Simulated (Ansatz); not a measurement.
# BePd3C (built on the sites of a database entry of CaPd3C): a soft mode frozen in, part 2 of 3

Wanted: the energy along a soft mode of BePd3C (built on the sites of a database entry of CaPd3C) and the structure at the end.

Ansatz 0.2.0; DFT PBEsol, scalar-relativistic, plane waves, PAW.

So far, highest frequency on the path or at a solved wavevector (cm⁻¹): step 2 (phonons on a q mesh) 710. Also lowest frequency on the path (cm⁻¹): step 2 -132.

The structure was built from a prototype and need not be the compound's stable phase.

**4. The mode frozen in, largest atomic shift 0.32 Å**

The atoms are moved along the unstable eigenvector, the largest shift by 0.32 Å, with the cell fixed.

Contents of input.yaml:

```yaml
crystal:
  lattice:
    - [4.0156977755, 0.0, 0.0]
    - [0.0, 4.0156977755, 0.0]
    - [0.0, 0.0, 4.0156977755]
  atoms:
    - { symbol: Be, position: [0.0, 0.0563474102, 0.0563474102] }
    - { symbol: Pd, position: [0.0, 0.4958158346, 0.4958158346] }
    - { symbol: Pd, position: [0.5, 0.4958158346, 0.0027579771] }
    - { symbol: Pd, position: [0.5, 0.0027579771, 0.4958158346] }
    - { symbol: C, position: [0.5, 0.5074299101, 0.5074299101] }
kpoints:
  mp_grid: { grid: [12, 12, 12] }
hamiltonian:
  xc: pbesol
scf:
  occupations: { method: methfessel_paxton, width: 0.2 }
output:
  forces: true
  stress: true
  eigenvalues: true
  write_density: true
  write_potential: true
  elf: true
  volumetric_format: npy
```

The run is started by

```
$ ansatz run input.yaml --threads 4 --pin off --max-ram 14336MiB --backend cpu --events-out ev --progress --plain --runs-dir out
```

Numbers of over 12 decimals in the logs are rounded to 6 here.

The program printed:

```text
[...]
Crystal: 5 atoms, lattice volume = 64.756 Å³
Basis set: ecut = 420 eV, 1309 PW (Γ), exchange–correlation on 54×54×54 points (8 copies of the dense FFT grid, shifted against one another)
Bands: 36, of which v1, the nominal top of the filled ones, is band 30 counted from 1 (29 counted from 0)
Symmetry: 4 space group operations
[...]
k-points: 301 of 1728 (time reversal used)
[...]
k-point 0: bands = [... 26 lower, 13.3881, 14.7852, 14.7983, 14.8021, 14.8886, 18.4916, 18.5460, 18.5927, ... 2 higher]
  k-point 1: bands = [... 26 lower, 13.6927, 14.7873, 14.8439, 14.8958, 14.9030, 18.4012, 18.5796, 18.7262, ... 2 higher]
  k-point 2: bands = [... 26 lower, 13.9216, 14.7150, 14.7879, 15.1533, 15.1590, 18.3168, 18.8296, 18.9879, ... 2 higher]
  k-point 300: bands = [... 26 lower, 14.6726, 14.6943, 14.7537, 14.7771, 14.8124, 18.1000, 18.1386, 18.1627, ... 2 higher]
[key lines of the parts left out:]
SCF converged after 7 iterations
Free energy (F): -21055.868862 eV
Fermi energy:    15.929195 eV
P = ⅓ Tr σ = 1.2615 GPa (12.615 kbar)
```

Wall time 23 s (4 threads of Arm Neoverse V1, shared host); peak memory 0.73 GiB; 90 s of CPU time.

Numbers from this step:

- pressure: 1.261 GPa
- energy from the undistorted cell: -2.523 meV/atom

The energy, extrapolated to zero smearing, is -2.52 meV/atom against the undistorted cell.

The run ends at a pressure of 1.26 GPa, with forces up to 0.081 eV/Å.

**5. Energy along the mode, all amplitudes (two of the runs are shown above)**

An imaginary frequency means negative curvature, so the energy should fall and then rise again as anharmonic terms take over.

This step gave:

```
depth at the lowest point sampled  : 2.523 meV/atom
largest atomic shift at that point : 0.32 Å
```

Table of energy from the parent by largest atomic shift:

| largest atomic shift (Å) | energy from the parent (meV/atom) |
| --- | --- |
| 0.000 | 0 |
| 0.040 | -0.072 |
| 0.080 | -0.283 |
| 0.140 | -0.816 |
| 0.220 | -1.74 |
| 0.320 | -2.52 |
| 0.450 | -0.499 |
| 0.600 | 13.1 |

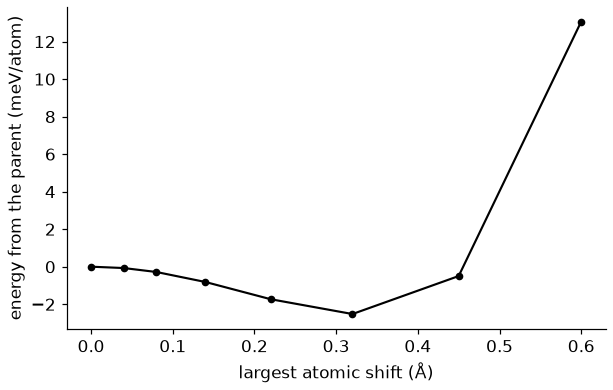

Energy from the parent, plotted against largest atomic shift.

Displacement at unit largest shift by atom:

| atom | x (Å) | y (Å) | z (Å) | size |
| --- | --- | --- | --- | --- |
| Be1 | 0.000 | 0.707 | 0.707 | 1.000 |
| Pd2 | 0.000 | -0.053 | -0.053 | 0.075 |
| Pd3 | 0.000 | -0.053 | 0.035 | 0.064 |
| Pd4 | 0.000 | 0.035 | -0.053 | 0.064 |
| C5 | 0.000 | 0.093 | 0.093 | 0.132 |

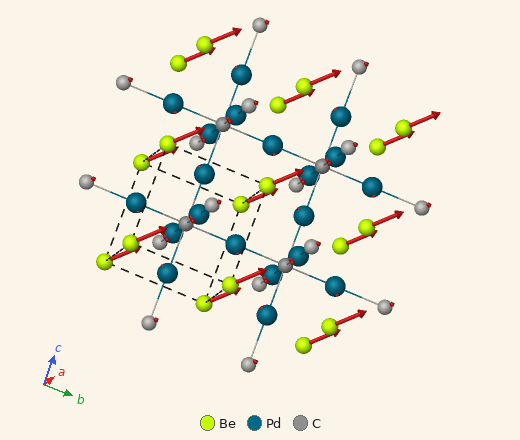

Displacement at unit largest shift as arrows, the longest 1.000 Å. 1×2×2 cells are drawn. Some periodic images of atoms are drawn too.

The lowest of the steps tried is at 0.32 Å, 2.52 meV/atom below the parent; the bottom of the well need not coincide with a step.

**6. Relaxing from the distorted cell**

Starting from the lowest point found, all atoms and the cell are let go, so that strain and other modes of the same symmetry can join in.

input.yaml, as its differences from that of step 4:

```diff
@@ -21,5 +21,6 @@
   eigenvalues: true
-  write_density: true
-  write_potential: true
-  elf: true
-  volumetric_format: npy
+relax:
+  adjacent_minimum: "off"
+  f_tol: 0.002
+  max_steps: 120
+  cell: { stress_tol: 0.03 }
```

The program printed:

```text
[...]
Crystal: 5 atoms, lattice volume = 64.756 Å³
Basis set: ecut = 420 eV, 1309 PW (Γ), exchange–correlation on 54×54×54 points (8 copies of the dense FFT grid, shifted against one another)
Bands: 36, of which v1, the nominal top of the filled ones, is band 30 counted from 1 (29 counted from 0)
Symmetry: 4 space group operations
[...]
k-points: 301 of 1728 (time reversal used)
[...]
SCF iter   1: F=—  HF=-21055.878605 eV  |F-HF|=—  |Δ(HF+E_count)|=         —  Δρ=7.80e-3  dr2=3.18e-2  ethr=1.77e-3  ⟨swp⟩=5.2  Hψ=42871  notcnv=0
[...]
SCF iter   7: F=-21055.868862 eV  HF=-21055.868862 eV  |F-HF|=9.68e-9  |Δ(HF+E_count)|=   3.19e-8  S|Δr|=    0.00e0  Δρ=5.06e-6  dr2=1.61e-8  ethr=1.67e-10  ⟨swp⟩=7.8  Hψ=40040  notcnv=0
SCF 1 converged in 7 iterations: F = -21055.868862 eV  dr2 = 1.61e-8
[...]
relax step   1: F+E_penalty+E_count = -21055.86886216 eV  Δ(F+E_penalty+E_count) = +0.000e0 eV  max|allowed force component| = 6.600e-2 eV/Å  Δτ_max = 0.0000 Å  P = +1.261 GPa  Ω = 64.756 Å³  (7 SCF iters, dr2 threshold 1.00e-7 eV, accepted)
Crystal: 5 atoms, lattice volume = 65.215 Å³
Basis set: ecut = 420 eV, 1301 PW (Γ), exchange–correlation on 54×54×54 points (8 copies of the dense FFT grid, shifted against one another)
[...]
SCF iter   5: F=-21055.872598 eV  HF=-21055.872599 eV  |F-HF|=1.83e-7  |Δ(HF+E_count)|=   9.34e-7  S|Δr|=    0.00e0  Δρ=1.59e-5  dr2=2.93e-7  ethr=8.33e-10  ⟨swp⟩=5.0  Hψ=41673  notcnv=0
SCF 2 converged in 5 iterations: F = -21055.872598 eV  dr2 = 2.93e-7
relax step   2: F+E_penalty+E_count = -21055.87259843 eV  Δ(F+E_penalty+E_count) = -3.736e-3 eV  max|allowed force component| = 4.970e-2 eV/Å  Δτ_max = 0.0077 Å  P = -0.051 GPa  Ω = 65.215 Å³  energy of the carried Pulay correction = -3.773e-4 eV  (5 SCF iters, dr2 threshold 5.00e-7 eV, accepted)
Crystal: 5 atoms, lattice volume = 65.520 Å³
Basis set: ecut = 420 eV, 1289 PW (Γ), exchange–correlation on 54×54×54 points (8 copies of the dense FFT grid, shifted against one another)
[...]
SCF iter   6: F=-21055.877728 eV  HF=-21055.877728 eV  |F-HF|=4.66e-8  |Δ(HF+E_count)|=   2.61e-7  S|Δr|=    0.00e0  Δρ=1.22e-5  dr2=7.97e-8  ethr=8.33e-10  ⟨swp⟩=4.6  Hψ=37353  notcnv=0
SCF 3 converged in 6 iterations: F = -21055.877728 eV  dr2 = 7.97e-8
relax step   3: F+E_penalty+E_count = -21055.87772835 eV  Δ(F+E_penalty+E_count) = -5.130e-3 eV  max|allowed force component| = 8.410e-2 eV/Å  Δτ_max = 0.0262 Å  P = -0.660 GPa  Ω = 65.520 Å³  energy of the carried Pulay correction = -6.260e-4 eV  (6 SCF iters, dr2 threshold 5.00e-7 eV, accepted)
[... from here on, the SCF cycles and remarks between the steps are left out ...]
relax step   4: F+E_penalty+E_count = -21055.85675475 eV  Δ(F+E_penalty+E_count) = +2.097e-2 eV  max|allowed force component| = 4.529e-1 eV/Å  Δτ_max = 0.1563 Å  P = -0.806 GPa  Ω = 66.382 Å³  energy of the carried Pulay correction = -1.325e-3 eV  (7 SCF iters, dr2 threshold 5.00e-7 eV, rejected (line search))
relax step   5: F+E_penalty+E_count = -21055.88481048 eV  Δ(F+E_penalty+E_count) = -7.082e-3 eV  max|allowed force component| = 4.843e-2 eV/Å  Δτ_max = 0.0989 Å  P = -0.622 GPa  Ω = 65.884 Å³  energy of the carried Pulay correction = -9.227e-4 eV  (10 SCF iters, accepted)
relax step   6: F+E_penalty+E_count = -21055.88658497 eV  Δ(F+E_penalty+E_count) = -1.774e-3 eV  max|allowed force component| = 3.378e-2 eV/Å  Δτ_max = 0.0361 Å  P = -0.202 GPa  Ω = 65.899 Å³  energy of the carried Pulay correction = -9.346e-4 eV  (5 SCF iters, dr2 threshold 5.00e-7 eV, accepted)
relax step   7: F+E_penalty+E_count = -21055.88769695 eV  Δ(F+E_penalty+E_count) = -1.112e-3 eV  max|allowed force component| = 1.012e-2 eV/Å  Δτ_max = 0.0311 Å  P = -0.029 GPa  Ω = 65.699 Å³  energy of the carried Pulay correction = -7.724e-4 eV  (6 SCF iters, dr2 threshold 3.06e-7 eV, accepted)
relax step   8: F+E_penalty+E_count = -21055.88773181 eV  Δ(F+E_penalty+E_count) = -3.485e-5 eV  max|allowed force component| = 5.326e-3 eV/Å  Δτ_max = 0.0012 Å  P = +0.024 GPa  Ω = 65.685 Å³  energy of the carried Pulay correction = -7.609e-4 eV  (4 SCF iters, dr2 threshold 1.77e-8 eV, accepted)
relax step   9: F+E_penalty+E_count = -21055.88772775 eV  Δ(F+E_penalty+E_count) = +4.057e-6 eV  max|allowed force component| = 6.798e-5 eV/Å  Δτ_max = 0.0003 Å  P = +0.000 GPa  Ω = 65.693 Å³  energy of the carried Pulay correction = -7.677e-4 eV  (4 SCF iters, dr2 threshold 2.73e-9 eV, accepted)
relax step  10: F+E_penalty+E_count = -21055.88913140 eV  Δ(F+E_penalty+E_count) = -1.404e-3 eV  max|allowed force component| = 2.780e-4 eV/Å  Δτ_max = 0.0000 Å  P = +0.030 GPa  Ω = 65.693 Å³  stress off target by 8.70e-2 GPa  SCF on the basis re-selected at this cell (its energy is not comparable with the rows above)  (6 SCF iters)
relax step  11: F+E_penalty+E_count = -21055.88913623 eV  Δ(F+E_penalty+E_count) = -4.828e-6 eV  max|allowed force component| = 5.777e-4 eV/Å  Δτ_max = 0.0026 Å  P = -0.001 GPa  Ω = 65.715 Å³  energy of the carried Pulay correction = -1.742e-5 eV  (5 SCF iters, dr2 threshold 1.89e-8 eV, accepted)
[...]
SCF iter   5: F=-21055.889155 eV  HF=-21055.889155 eV  |F-HF|=7.28e-12  |Δ(HF+E_count)|=  7.28e-12  S|Δr|=    0.00e0  Δρ=8.87e-8  dr2=6.94e-12  ethr=1.00e-12  ⟨swp⟩=4.1  Hψ=46459  notcnv=0
SCF 12 converged in 5 iterations: F = -21055.889155 eV  dr2 = 6.94e-12
relax step  12: F+E_penalty+E_count = -21055.88915518 eV  Δ(F+E_penalty+E_count) = -1.895e-5 eV  max|allowed force component| = 5.731e-4 eV/Å  Δτ_max = 0.0000 Å  P = -0.001 GPa  Ω = 65.715 Å³  stress off target by 7.63e-3 GPa  SCF on the basis re-selected at this cell (its energy is not comparable with the rows above)  (5 SCF iters)
[...]
SCF converged after 5 iterations
[...]
Free energy (F): -21055.889155 eV
[...]
Internal energy: -21055.888857 eV  (E = F + TS)
E sigma→0 (E₀):  -21055.889081 eV
Entropy (-TS):   -0.000298 eV (-0.060 meV/atom)
Fermi energy:    15.597594 eV
[...]
--- Forces (eV/Å), atoms counted from 1 ---
  atom   1  Be    -0.00000000     0.00021721     0.00021721
  atom   2  Pd    -0.00000000    -0.00001764    -0.00001764
  atom   3  Pd    -0.00000000    -0.00050841    -0.00026270
  atom   4  Pd     0.00000000    -0.00026270    -0.00050841
  atom   5  C      0.00000000     0.00057343     0.00057343
  max |Σ_I F_I| component: 1.89e-6 eV/Å
--- Stress (GPa, compression-positive) ---
        0.000364       0.000000      -0.000000
        0.000000      -0.001466       0.006165
       -0.000000       0.006165      -0.001466
  P = ⅓ Tr σ = -0.0009 GPa (-0.009 kbar)
--- Band table (eV; the first three rows and the last of 301) ---
  k-point 0: bands = [... 26 lower, 13.2808, 14.3505, 14.4232, 14.4465, 14.6336, 18.4006, 18.5188, 18.6058, ... 2 higher]
  k-point 1: bands = [... 26 lower, 13.4234, 14.3926, 14.4313, 14.5399, 14.6487, 18.3154, 18.4811, 18.7168, ... 2 higher]
  k-point 2: bands = [... 26 lower, 13.6404, 14.3402, 14.4325, 14.7982, 14.8227, 18.1436, 18.7103, 18.9397, ... 2 higher]
  k-point 300: bands = [... 26 lower, 14.3223, 14.4066, 14.4852, 14.6871, 14.6895, 17.3706, 17.4581, 18.1170, ... 2 higher]
--- Relaxed structure (10 steps of the walk, 9 accepted, 2 SCFs on fresh bases) ---
  F+E_penalty+E_count = -21055.88915518 eV   max|allowed force component| = 5.731e-4 eV/Å   (the final SCF, on the basis selected at the relaxed cell)
  cell:  # Å, volume = 65.7152 Å³
    - [4.021119, 0, 0]
    - [0, 4.045185, 0.144919]
    - [0, 0.144919, 4.045185]
  atoms:
    - { symbol: Be, position: [0.0, 0.081298, 0.081298] }
    - { symbol: Pd, position: [0.0, 0.491613, 0.491613] }
    - { symbol: Pd, position: [0.5, 0.485570, -0.00274347] }
    - { symbol: Pd, position: [0.5, -0.00274347, 0.485570] }
    - { symbol: C, position: [0.5, 0.502429, 0.502429] }
```

It took 3.8 min on 4 threads; peak memory 0.78 GiB.

Relaxation path:

| step | energy less that of the first step (eV) | largest force component (eV/Å) | pressure (GPa) | volume (Å³) |
| --- | --- | --- | --- | --- |
| 1 | 0.0000 | 0.0660 | 1.26 | 64.76 |
| 2 | -0.0037 | 0.0497 | -0.05 | 65.22 |
| 3 | -0.0089 | 0.0841 | -0.66 | 65.52 |
| 4 | 0.0121 | 0.4529 | -0.81 | 66.38 |
| 5 | -0.0159 | 0.0484 | -0.62 | 65.88 |
| 6 | -0.0177 | 0.0338 | -0.20 | 65.90 |
| 7 | -0.0188 | 0.0101 | -0.03 | 65.70 |
| 8 | -0.0189 | 0.0053 | 0.02 | 65.69 |
| 9 | -0.0189 | 0.0001 | 0.00 | 65.69 |
| 10* | -0.0203 | 0.0003 | 0.03 | 65.69 |
| 11 | -0.0203 | 0.0006 | 0.00 | 65.72 |
| 12* | -0.0203 | 0.0006 | 0.00 | 65.72 |

Relaxation steps marked * repeat the geometry before them on a plane-wave basis chosen anew for their cell, so energy and pressure can jump there. Relaxation step 4 was tried and not accepted.

Forces are held to the 4 operations that the run works with; a distortion that breaks them can't arise in this run.

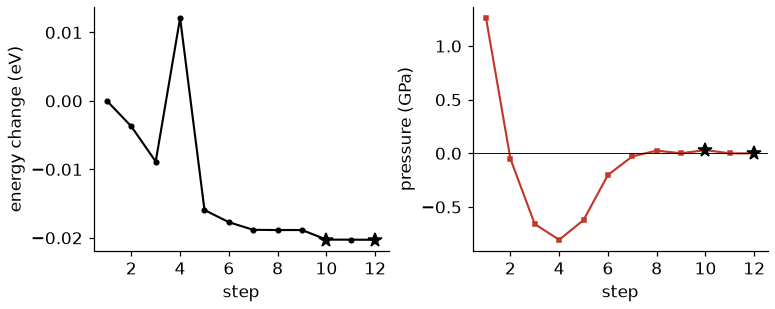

Energy and pressure along the relaxation. Stars mark steps on a basis chosen anew.

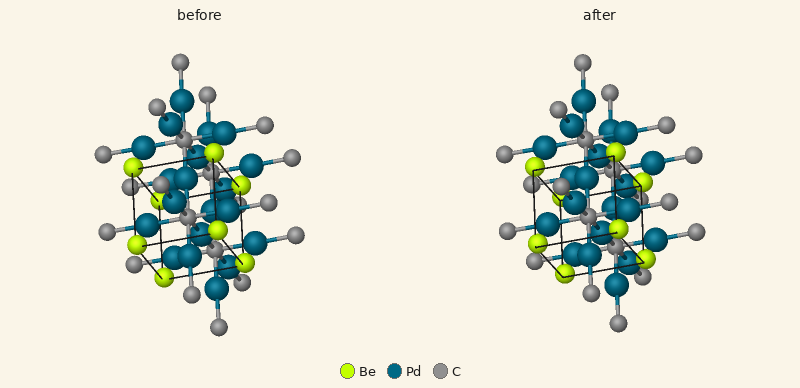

Before and after, at one scale.

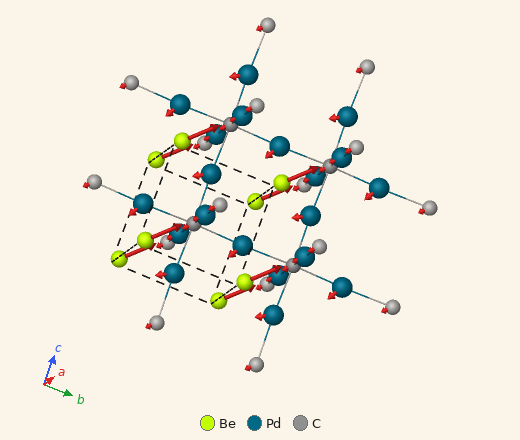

Displacements in the relaxation, exaggerated, measured against the changing cell; the longest in the cell stands for 0.15 Å. 1×2×2 cells are drawn. Some periodic images of atoms are drawn too.

| conventional cell, symmetrised | before | after | change |
| --- | --- | --- | --- |
| a (Å) | 4.016 | 4.021 | +0.1 % |
| b (Å) | 5.679 | 5.516 | -2.9 % |
| c (Å) | 5.679 | 5.926 | +4.3 % |
| volume (Å³/atom) | 12.95 | 13.14 | +1.5 % |

The atoms that moved most (Å, as changes of fractional coordinates times the final cell):

| atom | dx | dy | dz | length |
| --- | --- | --- | --- | --- |
| Be1 | 0.000 | 0.105 | 0.105 | 0.148 |
| Pd3 | 0.000 | -0.042 | -0.024 | 0.048 |
| Pd4 | 0.000 | -0.024 | -0.042 | 0.048 |
| C5 | 0.000 | -0.021 | -0.021 | 0.030 |
| Pd2 | 0.000 | -0.018 | -0.018 | 0.025 |

Numbers from this step:

```yaml
pressure: -8.56e-4 GPa
volume_per_atom: 13.14 Å³
```

The distorted start has space group Amm2; the relaxation ends in Amm2.

**7. The new phase in its own primitive cell**

The relaxed structure is symmetrised, reduced to its primitive cell and relaxed tightly, as its phonons need.

Contents of input.yaml:

```yaml
crystal:
  lattice:
    - [4.0211192604, 0.0, 0.0]
    - [0.0, 2.7579042181, 2.9628509243]
    - [0.0, -2.7579042181, 2.9628509243]
  atoms:
    - { symbol: Be, position: [0.0, 0.0812984599, 0.0812984599] }
    - { symbol: Pd, position: [0.0, 0.491612858, 0.491612858] }
    - { symbol: Pd, position: [0.5, 0.485570397, 0.9972565336] }
    - { symbol: Pd, position: [0.5, 0.9972565336, 0.485570397] }
    - { symbol: C, position: [0.5, 0.5024287182, 0.5024287182] }
kpoints:
  mp_grid: { grid: [10, 10, 10] }
hamiltonian:
  xc: pbesol
scf:
  occupations: { method: methfessel_paxton, width: 0.2 }
output:
  forces: true
  stress: true
  eigenvalues: true
relax:
  adjacent_minimum: "off"
  f_tol: 0.001
  max_steps: 60
  cell: { stress_tol: 0.01 }
```

The program printed:

```text
[...]
Crystal: 5 atoms, lattice volume = 65.715 Å³
Basis set: ecut = 420 eV, 1289 PW (Γ), exchange–correlation on 54×60×60 points (8 copies of the dense FFT grid, shifted against one another)
Bands: 36, of which v1, the nominal top of the filled ones, is band 30 counted from 1 (29 counted from 0)
Symmetry: 4 space group operations
[...]
k-points: 186 of 1000 (time reversal used)
[...]
cell:  # Å, volume = 65.7072 Å³
    - [4.021192, 0.0, 0.0]
    - [0.0, 2.756121, 2.964353]
    - [0.0, -2.756121, 2.964353]
  atoms:
    - { symbol: Be, position: [0.0, 0.081256, 0.081256] }
    - { symbol: Pd, position: [0.0, 0.491576, 0.491576] }
    - { symbol: Pd, position: [0.5, 0.485666, 0.997254] }
    - { symbol: Pd, position: [0.5, 0.997254, 0.485666] }
    - { symbol: C, position: [0.5, 0.502415, 0.502415] }
[key lines of the parts left out:]
SCF converged after 4 iterations
Free energy (F): -21055.890454 eV
Fermi energy:    15.594140 eV
P = ⅓ Tr σ = 0.0003 GPa (0.003 kbar)
```

Run time: 53 s. Hardware: 4 threads; peak memory 0.61 GiB.

Little changed from the start: no atom moved by 0.005 Å and no cell edge by 0.1 %.

This step gave:

```yaml
pressure: 2.50e-4 GPa
```

The largest force component left is 0.99 meV/Å and the pressure is 0.000 GPa, within the tolerances set. The cell now holds 13.14 Å³/atom.

(Continued in part 3 of 3.)

[Logs are printed without paths, hosts, clocks, repeated set-up lines and the standing remarks that a program may print on its own settings, such as how far it seeks lower states.]

[Hosts, paths, dates, database ids (printed as entryN), source tags and the programs' standing remarks are cut or masked in the printed files.]
